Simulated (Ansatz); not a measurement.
**CH10Si3: density, localisation and related maps**

Input file:

```
crystal:
  periodic: [false, false, false]
  atoms:
    - { symbol: Si, position_ang: [0.0, 0.0, 0.0] }
    - { symbol: C, position_ang: [0.0, 0.0, 1.87] }
    - { symbol: H, position_ang: [-0.9996, -0.3092, 2.2405] }
    - { symbol: H, position_ang: [0.7676, -0.7111, 2.2405] }
    - { symbol: H, position_ang: [0.232, 1.0203, 2.2405] }
    - { symbol: Si, position_ang: [2.0935, 0.0, -0.7393] }
    - { symbol: H, position_ang: [2.5508, -1.3762, -0.9079] }
    - { symbol: H, position_ang: [2.1573, 0.6939, -2.0222] }
    - { symbol: H, position_ang: [2.951, 0.6823, 0.2255] }
    - { symbol: Si, position_ang: [-1.0456, 1.8115, -0.7393] }
    - { symbol: H, position_ang: [-2.4302, 1.478, -1.0607] }
    - { symbol: H, position_ang: [-1.0215, 2.8436, 0.2931] }
    - { symbol: H, position_ang: [-0.3743, 2.3069, -1.9374] }
    - { symbol: H, position_ang: [-0.6877, -1.1914, -0.4862] }
basis:
  gaussian: { orbitals: "6-31G" }
hamiltonian:
  xc: pbe
relax:
  f_tol: 0.02
  max_steps: 40
output:
  orbitals: {}
```

Launched as:

```sh
ansatz run input.yaml --threads 1 --pin off --max-ram 2048MiB --backend cpu --events-out ev --progress --plain --runs-dir out
```

The fields are those of the run's last geometry, not of the input's.

Method: RKS PBE/6-31G in Ansatz 0.2.0.

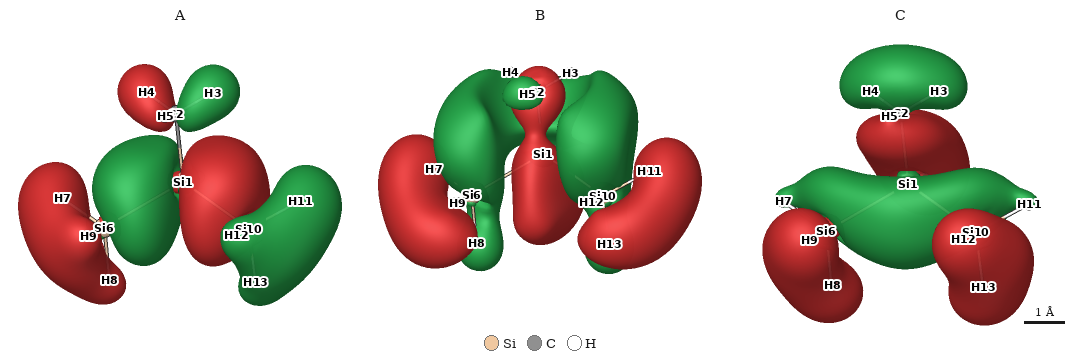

Figure 1. Three frontier orbitals at ±0.05 Å⁻³ᐟ² (green and red are the two phases), in no order.

Order the three orbitals by energy and name them.

Answer. C is the HOMO−1 (−7.22 eV). By Hirshfeld shares it lies mainly on Si1 (about 30 %), C2 (about 15 %), Si6 (about 15 %), Si10 (about 15 %) and H14 (about 5 %). A is the HOMO (−6.78 eV). It lies mainly on Si1 (about 30 %), Si6 (about 25 %) and Si10 (about 25 %). B is the LUMO (−0.47 eV). Its weight (Hirshfeld) is mainly on Si1 (about 25 %), Si6 (about 20 %), Si10 (about 20 %), H7 (about 5 %) and H11 (about 5 %).

What is the HOMO–LUMO gap?

Answer. 6.31 eV between the orbital energies.

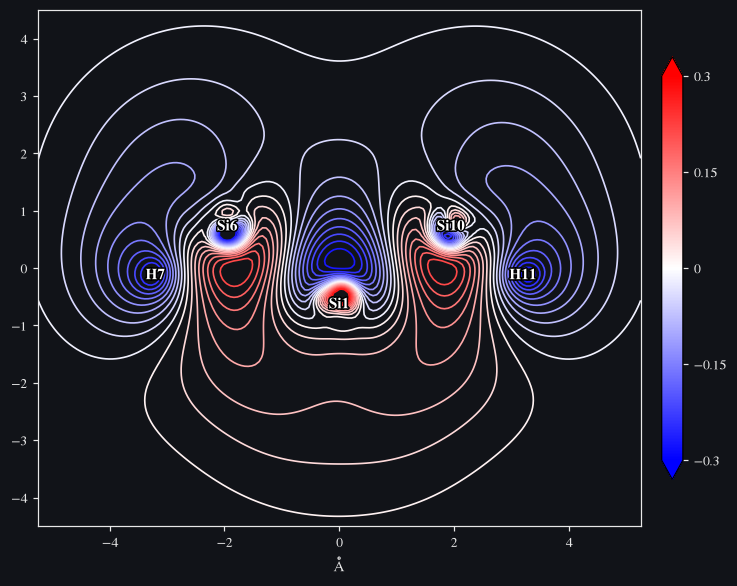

Figure 2. The LUMO on the plane of atoms Si1, Si10 and H11 (values in Å⁻³ᐟ²; the overall sign is arbitrary).

Where does this orbital lie, and at what energy?

Answer. It lies mainly on Si1 (about 25 %), Si6 (about 20 %), Si10 (about 20 %), H7 (about 5 %) and H11 (about 5 %). Its energy is −0.47 eV.
